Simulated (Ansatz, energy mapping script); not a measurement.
## CsMnS2: energy mapping under PBE+U (4 eV)

Wanted: the magnetic order of CsMnS2, its couplings and an estimate of its ordering temperature, by PBE+U (4 eV).

Calculated with Ansatz 0.2.0; PBE with U = 4 eV on Mn d, ortho-atomic projectors; plane waves, U on orthogonalised atomic orbitals unless named otherwise, collinear spin, no spin–orbit coupling.

## 1. The structure

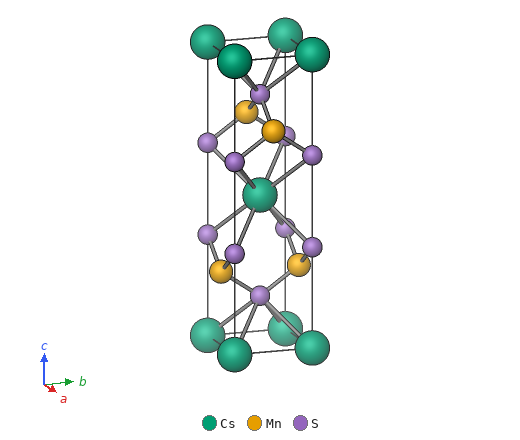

The cell as given, slightly off an axis (caesium teal, manganese orange, sulfur purple). This picture shows the conventional cell, with its axes. Some periodic images of atoms are drawn too.

This cell was built for the study (invented: RbMnSe2 (I-4m2) with S for Se, Cs for Rb), not taken from an experiment; the compound need not form in this structure.

The cell was relaxed beforehand in Ansatz under PBE with U = 3.2 eV on Mn d, ortho-atomic projectors, from parallel moments.

The U corrects the self-interaction that lets semilocal functionals spread d and f electrons too far. Its value here is typed, not computed.

## 2. Probe run

One run in the crystal's own cell, under PBE with U = 3.8 eV on Mn d, ortho-atomic projectors, shows which elements keep a moment. Transition or f elements with 0.3 μB or more enter the spin model; moments induced on other atoms do not.

input.yaml

```yaml
crystal:
  lattice:
    - [-1.978491885, 1.978491885, 7.283544527]
    - [1.978491885, -1.978491885, 7.283544527]
    - [1.978491885, 1.978491885, -7.283544527]
  atoms:
    - { symbol: Cs, position: [0.0, 0.0, 0.0] }
    - { symbol: Mn, position: [0.25, 0.75, 0.5], spin: 4.5 }
    - { symbol: S, position: [0.656581318, 0.656581318, 0.0] }
    - { symbol: S, position: [0.343418682, 0.343418682, 0.0] }
magnetization:
  spin_polarized: true
kpoints:
  mp_grid: { grid: [9, 9, 9] }
hamiltonian:
  xc: pbe
  hubbard:
    sites: [{ species: Mn, l: d, u_eff: 3.8 }]
    projectors: ortho-atomic
scf:
  occupations: { method: fermi_dirac, width: 0.05 }
output:
  eigenvalues: true
```

Run with:

```console
ansatz run input.yaml --threads 4 --pin off --max-ram 8192MiB --backend cpu --events-out ev --progress --plain --runs-dir out
```

Numbers of over 12 decimals in the logs are rounded to 6 here.

The log of the run:

```text
basis.fft_grid_basis auto: the FFT boxes are laid along the combinations [[1, 0, 1], [0, 1, 1], [0, 0, 1]] of the cell's own vectors, 3.957, 3.957 and 7.802 Å long. The dense box has 27×27×54 points. Along the cell's own vectors, as sized, it would have 54×54×54, 4.00 times as many. Of the 8 symmetry operations that the crystal satisfies within crystal.symmetry.tolerance (time reversal apart; of a slab, those that ke [...]
Engine: ansatz 0.2.0, aarch64-unknown-linux-gnu
Pseudopotentials: kind: paw
Pseudopotential: Cs, paw, valence charge 9, recommended cutoff 420 eV (normal), Cs.paw.azcp
Pseudopotential: Mn, paw, valence charge 15, recommended cutoff 420 eV (normal), Mn.paw.azcp
Pseudopotential: S, paw, valence charge 6, recommended cutoff 420 eV (normal), S.paw.azcp
Functional definition: PBE
  parameter kappa = 0.804
  parameter beta = 0.066725
  exchange = pbe_x(kappa = kappa, mu = beta*pi^2/3)
  correlation = pbe_c(beta = beta)
Crystal: 4 atoms, lattice volume = 114.044 Å³
Basis set: ecut = 420 eV, 2229 PW (Γ), FFT grids on a1+a3, a2+a3, a3
Bands: 25, of which v1, the nominal top of the filled ones, is band 18 counted from 1 (17 counted from 0)
Symmetry: 8 space group operations
Space group: I-4m2 (ITA 119), of the structure as read, at distance tolerance 4.8e-5 Å
Magnetic group: BNS 119.315 (UNI 975), of the structure as read, at distance tolerance 4.8e-5 Å
k-points: 75 of 729 (time reversal used)
Non-local potential: Cs, projectors of the file, l = 0: 3, l = 1: 2, l = 2: 2, l = 3: 2
Non-local potential: Mn, projectors of the file, l = 0: 3, l = 1: 2, l = 2: 3, l = 3: 1
Non-local potential: S, projectors of the file, l = 0: 2, l = 1: 2, l = 2: 2
PAW form: soft (Blöchl's): semilocal exchange-correlation on the pseudo side does not see the compensation charge
PAW one-centre angular grid: Cs, 194 points (default); XC on 64 Gauss nodes
PAW one-centre angular grid: Mn, 590 points (default); XC on 64 Gauss nodes
PAW one-centre angular grid: S, 110 points (default); XC on 64 Gauss nodes
Initial density: superposition of atomic densities (chi_scale 0.1, normalization cell, long waves kept (reshape's long-wave potential 0.09 eV rms))
Starting moments: Σ|m| = 4.5 μB on 1 of 4 sites
Initial wavefunctions: pseudopotential atomic-orbital guess
Functional: x = pbe(κ = 0.804, μ = 0.219515), c = pbe(β = 0.066725)
SCF iter   1: F=—  HF=-11375.763957 eV  |F-HF|=—  |Δ(HF+E_count)|=         —  Δρ=1.75e-2 (↑1.75e-2 ↓1.72e-2)  dr2=3.30e0  dr2_m=1.31e-1  M=4.043 μB ∫|m|=5.096 μB  β_m=1.00  ethr=3.10e-3  ⟨swp⟩=7.0  Hψ=18300  notcnv=0
preconditioner: auto → Kerker (q_TF=auto, 2.251 Å⁻¹)  [metal: Δε(μ)=0.012 eV  Ē_g=9.343 eV  σ=0.050 eV  W_gap=0.06  n_scr=24 (ndim 8)  ℏωp=17.7 eV  f_vac=0.000  D(μ)=2.08/eV (n_scr^D=12)]
[...]
SCF iter  11: F=—  HF=-11375.332118 eV  |F-HF|=—  |Δ(HF+E_count)|=   7.91e-7  Δρ=3.46e-5 (↑3.46e-5 ↓2.45e-5)  dr2=2.27e-5  dr2_m=9.82e-8  M=4.000 μB ∫|m|=5.266 μB  β_m=0.95  ethr=2.00e-7  ⟨swp⟩=2.2  Hψ=4569  notcnv=0  defer=214
SCF iter  12: F=—  HF=-11375.332112 eV  |F-HF|=—  |Δ(HF+E_count)|=   5.92e-6  Δρ=3.45e-5 (↑3.45e-5 ↓1.05e-5)  dr2=2.82e-6  dr2_m=2.11e-7  M=4.000 μB ∫|m|=5.266 μB  β_m=0.98  ethr=6.31e-8  ⟨swp⟩=2.0  Hψ=4719  notcnv=0  defer=214
iter 13 met the thresholds in force, and the SCF goes on: an eigenvalue changes by 0.55 meV, over its tolerance of 0.50 meV (output.eigenvalues, Limitations)
SCF iter  13: F=-11375.332112 eV  HF=-11375.332112 eV  |F-HF|=2.66e-8  |Δ(HF+E_count)|=   1.33e-7  Δρ=4.90e-6 (↑4.90e-6 ↓3.04e-6)  dr2=7.08e-8  dr2_m=2.56e-9  M=4.000 μB ∫|m|=5.266 μB  β_m=0.99  ethr=2.78e-10  ⟨swp⟩=6.2  Hψ=17716  notcnv=0
SCF iter  14: F=-11375.332112 eV  HF=-11375.332112 eV  |F-HF|=5.29e-10  |Δ(HF+E_count)|=   4.04e-8  Δρ=2.06e-6 (↑2.06e-6 ↓1.26e-6)  dr2=1.39e-8  dr2_m=3.28e-10  M=4.000 μB ∫|m|=5.266 μB  ethr=1.97e-10  ⟨swp⟩=1.0  Hψ=9295  notcnv=0
SCF 1 converged in 14 iterations: F = -11375.332112 eV  dr2 = 1.39e-8
[...]
SCF converged after 14 iterations
an eigenvalue changed by more than its tolerance at an iteration that met the thresholds in force, so the SCF went on 1 time: the last check found none over its tolerance
Magnetization: 4.0000 μB (20.0000 up, 16.0000 down)
Absolute magnetization: 5.2653 μB (∫|ρ↑−ρ↓|, with the PAW one-centre terms)
Spin contamination: 0.6484 ħ² per cell (⟨S²⟩ above its minimum at these occupations)
Per-site moments (μB) at R_I (Å): [(0.00294597, 1.489092), (4.142964, 0.990542), (-0.230318, 0.990542), (-0.230318, 0.990542)]
Free energy (F): -11375.332112 eV
Harris-Foulkes:  -11375.332112 eV  (|F-HF|=5.29e-10)
Internal energy: -11375.315947 eV  (E = F + TS)
E sigma→0 (E₀):  -11375.324029 eV
Entropy (-TS):   -0.016165 eV (-4.041 meV/atom)
Fermi energy:    5.257043 eV
--- Per-component energies (eV) ---
  E_band       = -429.594507
  E_kinetic    = 651.876123
  E_local      = -3692.459984  (includes V_loc(G=0)·N_el)
  E_nonlocal   = 336.488525
  E_hartree    = 1530.023533
  E_xc         = -479.302806
  E_vxc        = -442.789611  (∫ρ·V_xc dr)
  E_hubbard    = 0.919306  (on-site DFT+U / exact-exchange correction)
  E_vhub       = -8.202197  (the Hubbard potential's part of the band-sum identity)
  E_paw        = -7571.374758  (= ΣΔE_a)
  E_vpaw       = -334.549493  (= ΣTr[D̂ρ^β])
  E_aug_tail   = -0.000008  (compensation charges beyond the density's cutoff)
  E_ewald      = -2151.485879
  E_smearing   = -0.016165  (= −TS)
  E_closure    = -0.000000  (closes the sum)
  Σ components = -11375.332112   (vs F -11375.332112, Δ=0.00e0)
--- Band table (eV; the first three rows and the last of 150) ---
  k-point 0 ↑: bands = [... 14 lower, 1.0950, 2.9200, 4.3345, 4.3345, 5.7334, 5.9717, 5.9717, 8.5428, ... 3 higher]
  k-point 1 ↑: bands = [... 14 lower, 1.0361, 2.9372, 4.1645, 4.1969, 5.5587, 5.5670, 5.7099, 9.2807, ... 3 higher]
  k-point 2 ↑: bands = [... 14 lower, 1.0563, 2.7087, 3.7915, 3.8955, 5.0710, 5.1247, 5.4142, 10.1636, ... 3 higher]
  k-point 74 ↓: bands = [... 14 lower, 4.4637, 4.5876, 8.1372, 8.3472, 8.7770, 9.3959, 9.5417, 9.6867, ... 3 higher]
Occupation matrices written to <dir>
```

Run time: 21 s. Hardware: 4 threads of Arm Neoverse V1, shared host; peak memory 0.67 GiB; 82 s of CPU time.

Spin moment in the sphere by atom:

| atom | spin moment in the sphere (μB) |
| --- | --- |
| Cs1 | 0.00 |
| Mn2 | 4.14 |
| S3 | -0.23 |
| S4 | -0.23 |

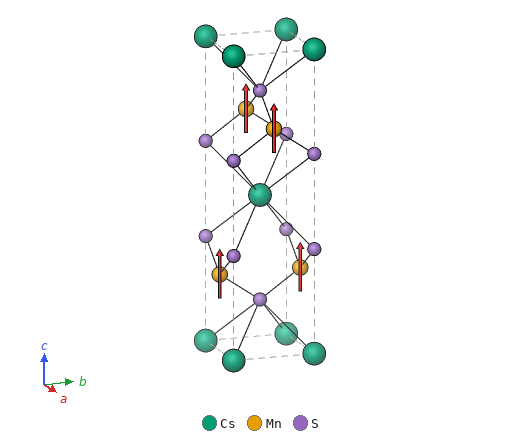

Spin moment in the sphere as arrows, the longest 4.14 μB. Up and down stand for the sign. Arrows give size and sign along the axis of quantisation, drawn up and down the page. Some periodic images of atoms are drawn too.

The run ends ferromagnetic; Mn carries the moments.

## 3. One set of occupation matrices for all orders

A corrected shell can settle in several orbital fillings. One parallel run, with an occupation width a fifth wider than the orders use, therefore is to supply the occupation matrices. All orders start from them.

input.yaml, the sections that differ from step 2:

```yaml
kpoints:
  mp_grid: { grid: [10, 10, 10] }
hamiltonian:
  xc: pbe
  hubbard:
    sites: [{ species: Mn, l: d, u_eff: 4.0 }]
    projectors: ortho-atomic
scf:
  occupations: { method: fermi_dirac, width: 0.06 }
# crystal, magnetization, output: as in step 2
```

The log of the run:

```text
[...]
Crystal: 4 atoms, lattice volume = 114.044 Å³
Basis set: ecut = 420 eV, 2229 PW (Γ), FFT grids on a1+a3, a2+a3, a3
Bands: 25, of which v1, the nominal top of the filled ones, is band 18 counted from 1 (17 counted from 0)
Symmetry: 8 space group operations
[...]
k-points: 102 of 1000 (time reversal used)
[...]
Starting moments: Σ|m| = 4.5 μB on 1 of 4 sites
[...]
SCF iter   1: F=—  HF=-11375.718962 eV  |F-HF|=—  |Δ(HF+E_count)|=         —  Δρ=1.78e-2 (↑1.78e-2 ↓1.72e-2)  dr2=3.31e0  dr2_m=1.35e-1  M=4.069 μB ∫|m|=5.105 μB  β_m=1.00  ethr=3.10e-3  ⟨swp⟩=6.8  Hψ=24694  notcnv=0
[...]
SCF iter  14: F=-11375.286755 eV  HF=-11375.286755 eV  |F-HF|=4.44e-10  |Δ(HF+E_count)|=   3.88e-8  Δρ=1.96e-6 (↑1.96e-6 ↓1.19e-6)  dr2=1.23e-8  dr2_m=3.00e-10  M=4.000 μB ∫|m|=5.294 μB  ethr=1.75e-10  ⟨swp⟩=1.0  Hψ=12717  notcnv=0
SCF 1 converged in 14 iterations: F = -11375.286755 eV  dr2 = 1.23e-8
[...]
SCF converged after 14 iterations
[...]
Magnetization: 4.0000 μB (20.0000 up, 16.0000 down)
Absolute magnetization: 5.2937 μB (∫|ρ↑−ρ↓|, with the PAW one-centre terms)
[...]
Per-site moments (μB) at R_I (Å): [(0.00243525, 1.489092), (4.157319, 0.990542), (-0.234766, 0.990542), (-0.234766, 0.990542)]
Free energy (F): -11375.286755 eV
[...]
Internal energy: -11375.260901 eV  (E = F + TS)
E sigma→0 (E₀):  -11375.273828 eV
Entropy (-TS):   -0.025854 eV (-6.464 meV/atom)
Fermi energy:    5.254965 eV
[...]
--- Band table (eV; the first three rows and the last of 204) ---
  k-point 0 ↑: bands = [... 14 lower, 0.9818, 2.9068, 4.3325, 4.3325, 5.7233, 5.9641, 5.9641, 8.5436, ... 3 higher]
  k-point 1 ↑: bands = [... 14 lower, 0.9352, 2.9283, 4.1879, 4.2199, 5.5890, 5.6078, 5.7428, 9.1657, ... 3 higher]
  k-point 2 ↑: bands = [... 14 lower, 0.9261, 2.7753, 3.8801, 3.9353, 5.1759, 5.1780, 5.4615, 10.0949, ... 3 higher]
  k-point 101 ↓: bands = [... 14 lower, 4.5759, 4.5759, 8.0613, 8.3274, 8.8662, 9.5484, 9.6321, 9.6321, ... 3 higher]
Occupation matrices written to <dir>
```

Run time: 28 s. Hardware: 4 threads; peak memory 0.78 GiB.

Numbers from this step:

| Property | Result |
| --- | --- |
| final state | ferromagnetic |
| electrons in the corrected shells | 5.279 e |
| largest moment | 4.157 μB |

## 4. Parallel start in cell A (8 atoms)

The parallel order is the zero of energy for this cell and mesh.

input.yaml

```yaml
crystal:
  lattice:
    - [3.95698377, 0.0, 0.0]
    - [-1.978491885, 1.978491885, 7.283544527]
    - [0.0, -7.91396754, 0.0]
  atoms:
    - { symbol: Cs, position: [0.0, 0.0, 0.5] }
    - { symbol: Cs, position: [0.0, 0.0, 0.0] }
    - { symbol: Mn, position: [0.75, 0.5, 0.625], spin: 4.5 }
    - { symbol: Mn, position: [0.75, 0.5, 0.125], spin: 4.5 }
    - { symbol: S, position: [0.656581318, 0.313162636, 0.828290659] }
    - { symbol: S, position: [0.656581318, 0.313162636, 0.328290659] }
    - { symbol: S, position: [0.343418682, 0.686837364, 0.671709341] }
    - { symbol: S, position: [0.343418682, 0.686837364, 0.171709341] }
magnetization:
  spin_polarized: true
kpoints:
  mp_grid: { grid: [7, 7, 4] }
hamiltonian:
  xc: pbe
  hubbard:
    sites:
      - { species: Mn, l: d, u_eff: 4.0 }
      - { site: 2, l: d, u_eff: 4.0, starting_ns: [{ spin: up, occupation_matrix: mn2_major }, { spin: down, occupation_matrix: mn2_minor }] }
      - { site: 3, l: d, u_eff: 4.0, starting_ns: [{ spin: up, occupation_matrix: mn2_major }, { spin: down, occupation_matrix: mn2_minor }] }
    projectors: ortho-atomic
    occupation_matrices:
      mn2_major:
        matrix:
          - [0.994, 0.0, 0.0, 0.0, 0.0]
          - [0.0, 0.967, 0.0, 0.0, 0.0]
          - [0.0, 0.0, 0.967, 0.0, 0.0]
          - [0.0, 0.0, 0.0, 0.97, 0.0]
          - [0.0, 0.0, 0.0, 0.0, 0.988]
      mn2_minor:
        matrix:
          - [0.036, 0.0, 0.0, 0.0, 0.0]
          - [0.0, 0.1, 0.0, 0.0, 0.0]
          - [0.0, 0.0, 0.1, 0.0, 0.0]
          - [0.0, 0.0, 0.0, 0.108, 0.0]
          - [0.0, 0.0, 0.0, 0.0, 0.05]
scf:
  occupations: { method: fermi_dirac, width: 0.05 }
output:
  eigenvalues: true
  write_density: true
  write_potential: true
  elf: true
  volumetric_format: npy
```

The log of the run:

```text
[...]
Crystal: 8 atoms, lattice volume = 228.087 Å³
Basis set: ecut = 420 eV, 4453 PW (Γ)
Bands: 49, of which v1, the nominal top of the filled ones, is band 36 counted from 1 (35 counted from 0)
Symmetry: 4 space group operations
[...]
k-points: 60 of 196 (time reversal used)
[...]
Starting moments: Σ|m| = 9 μB on 2 of 8 sites
[...]
SCF iter   1: F=—  HF=-22751.462525 eV  |F-HF|=—  |Δ(HF+E_count)|=         —  Δρ=1.81e-2 (↑1.81e-2 ↓1.71e-2)  dr2=6.41e0  dr2_m=2.69e-1  M=8.102 μB ∫|m|=10.201 μB  β_m=1.00  ethr=3.10e-3  ⟨swp⟩=10.3  Hψ=27244  notcnv=0  defer=16
[...]
SCF iter  10: F=—  HF=-22750.565809 eV  |F-HF|=—  |Δ(HF+E_count)|=   8.88e-4  Δρ=9.20e-5 (↑7.30e-5 ↓9.20e-5)  dr2=4.59e-5  dr2_m=5.06e-6  M=8.000 μB ∫|m|=10.601 μB  β_m=0.30  ethr=1.29e-7  ⟨swp⟩=2.0  Hψ=9165  notcnv=0  defer=474
[...]
spin-set hold released at iteration 10 (settled: charge residual and site-moment steps within their bounds): the magnetisation degrees of freedom join the quasi-Newton model from the next iteration; the mixer history was flushed
SCF iter  11: F=—  HF=-22750.566190 eV  |F-HF|=—  |Δ(HF+E_count)|=   3.81e-4  Δρ=7.69e-5 (↑5.78e-5 ↓7.69e-5)  dr2=2.58e-5  dr2_m=4.33e-6  M=8.000 μB ∫|m|=10.600 μB  β_m=0.65  ethr=6.37e-8  ⟨swp⟩=2.0  Hψ=7933  notcnv=0  defer=474
[...]
SCF iter  15: F=-22750.566580 eV  HF=-22750.566580 eV  |F-HF|=2.44e-8  |Δ(HF+E_count)|=   3.04e-8  Δρ=4.24e-6 (↑4.24e-6 ↓1.50e-6)  dr2=9.76e-8  dr2_m=8.73e-9  M=8.000 μB ∫|m|=10.597 μB  ethr=1.39e-10  ⟨swp⟩=11.4  Hψ=27507  notcnv=0
SCF 1 converged in 15 iterations: F = -22750.566580 eV  dr2 = 9.76e-8
[...]
SCF converged after 15 iterations
Magnetization: 8.0000 μB (40.0000 up, 32.0000 down)
Absolute magnetization: 10.5955 μB (∫|ρ↑−ρ↓|, with the PAW one-centre terms)
[...]
Per-site moments (μB) at R_I (Å): [(0.00275798, 1.489092), (0.00275798, 1.489092), (4.158078, 0.990542), (4.158078, 0.990542), (-0.236078, 0.990542), (-0.236078, 0.990542), (-0.234579, 0.990542), (-0.234579, 0.990542)]
Free energy (F): -22750.566580 eV
[...]
Internal energy: -22750.531976 eV  (E = F + TS)
E sigma→0 (E₀):  -22750.549278 eV
Entropy (-TS):   -0.034604 eV (-4.325 meV/atom)
Fermi energy:    5.271547 eV
[...]
--- Specified on-site occupations, and those of the state reported ---
  electrons in the specified blocks: 10.5600 specified, 10.5573 found
  site 2 (l=d) ↑: largest change of an orbital's occupation 0.0018; electrons 4.8860 specified, 4.8854 found; spectral distance 0.0023
[...]
site 2 (l=d) ↓: largest change of an orbital's occupation 0.0005; electrons 0.3940 specified, 0.3932 found; spectral distance 0.0007
[...]
--- Band table (eV; the first three rows and the last of 120) ---
  k-point 0 ↑: bands = [... 32 lower, 3.0755, 4.3326, 4.3327, 4.8334, 5.0886, 5.1629, 5.5679, 5.7211, ... 9 higher]
  k-point 1 ↑: bands = [... 32 lower, 3.2182, 4.0541, 4.4344, 4.8139, 4.9981, 5.1578, 5.4862, 5.6505, ... 9 higher]
  k-point 2 ↑: bands = [... 32 lower, 3.5517, 3.5517, 4.6944, 4.6944, 4.9436, 4.9436, 5.3854, 5.3854, ... 9 higher]
  k-point 59 ↓: bands = [... 32 lower, 8.0306, 8.2146, 8.5051, 8.6422, 8.7297, 8.7998, 8.9422, 9.0915, ... 9 higher]
Occupation matrices written to <dir>
```

The job ended after 72 s (4 threads; peak memory 1.3 GiB; 4.7 min of CPU time).

Spin moment in the sphere by atom:

| atom | spin moment in the sphere (μB) |
| --- | --- |
| Cs1 | 0.00 |
| Cs2 | 0.00 |
| Mn3 | 4.16 |
| Mn4 | 4.16 |
| S5 | -0.24 |
| S6 | -0.24 |
| S7 | -0.23 |
| S8 | -0.23 |

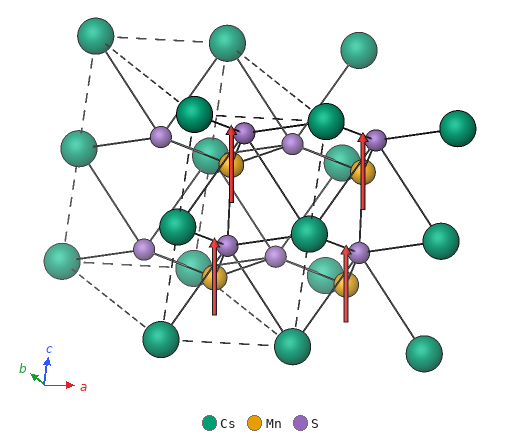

Spin moment in the sphere as arrows, the longest 4.16 μB. Up and down stand for the sign. Arrows give size and sign along the axis of quantisation, drawn up and down the page. 2×1×1 cells are drawn. Some periodic images of atoms are drawn too.

The run ends ferromagnetic.

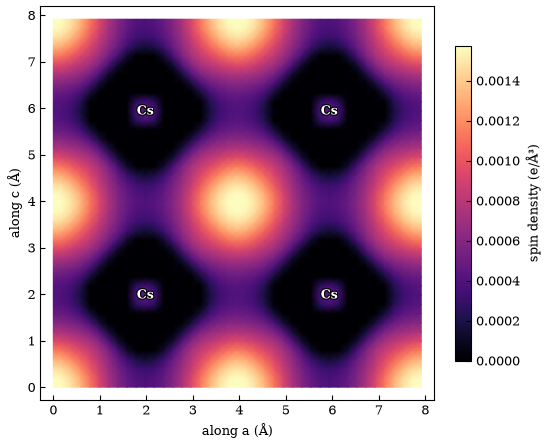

Spin density in the ac plane at fractional y = 0.000, with atoms of Cs within 0.2 Å of it. The map starts off the cell's origin, so that atoms lie inside it.

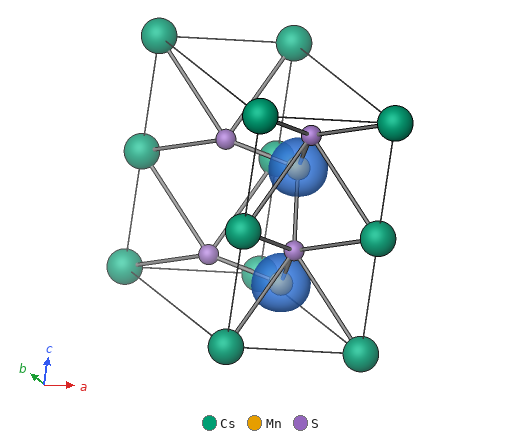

Surface of spin density = 0.3 e/Å³, which holds about 70 % of the integral of its size.

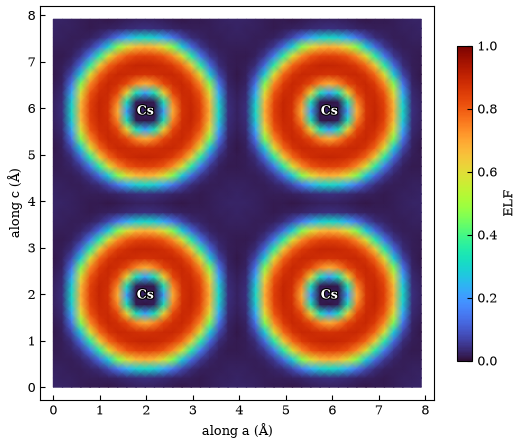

ELF in the ac plane at fractional y = 0.000, with atoms of Cs within 0.2 Å of it. It is the smooth field of the valence electrons, not physical close to the nuclei. The map starts off the cell's origin, so that atoms lie inside it.

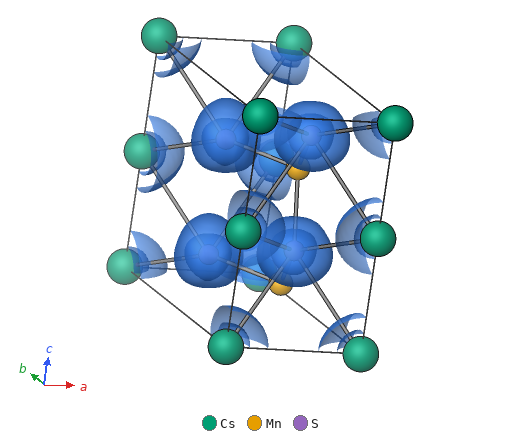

Surface of ELF = 0.82.

(Continued in part 2 of 2.)

[Logs and program files are shortened in this print: banners, set-up blocks, solver, clock and traceback lines can be left out without a mark of their own.]

[Logs are printed without paths, hosts, clocks, repeated set-up lines and the standing remarks that a program may print on its own settings, such as how far it seeks lower states.]

[Hosts, paths, dates, database ids (printed as entryN), source tags and the programs' standing remarks are cut or masked in the printed files.]

[Where a cell is said to come from a database of computed structures, the database is the Materials Project.]
